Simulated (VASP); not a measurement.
Energy against volume of CsPbCl3 (cubic perovskite). Level of theory: LDA (Ceperley-Alder, Perdew-Zunger), VASP's LDA PAW potentials (set 64) (plane waves; VASP).

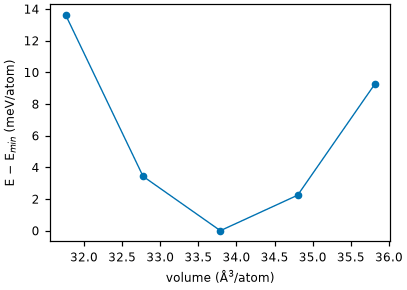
*Energy against volume*

Problem. Estimate the equilibrium volume and the bulk modulus.

Solution. The minimum lies near 33.9 Å³/atom, and the curvature gives B0 of about 30 GPa.

The compound is CsPbCl3 in the cubic perovskite structure, the ideal cubic form; the compound distorts at low or room temperature. It was relaxed first.
